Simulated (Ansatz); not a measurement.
Consider C in the diamond structure (space group Fd-3m, No. 227; a = 3.5603 Å).

It is then changed as follows: the cell is scaled by 0.9800 in all directions, atoms relaxed at fixed cell.

All numbers come from DFT with r2SCAN, PAW potentials and a 500 eV plane-wave cutoff in Ansatz (a first-principles code), without spin-orbit coupling.

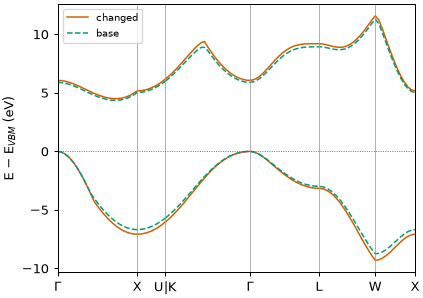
Figure. Highest valence and lowest conduction band along the path, each from its own valence-band maximum

### Question
Read the changed gap and its character from the plot.

### Answer
About 4.5 eV, indirect, Γ → Γ–X (71 % along).

The cells carry an imposed strain or load. Stability against distortions was not tested.
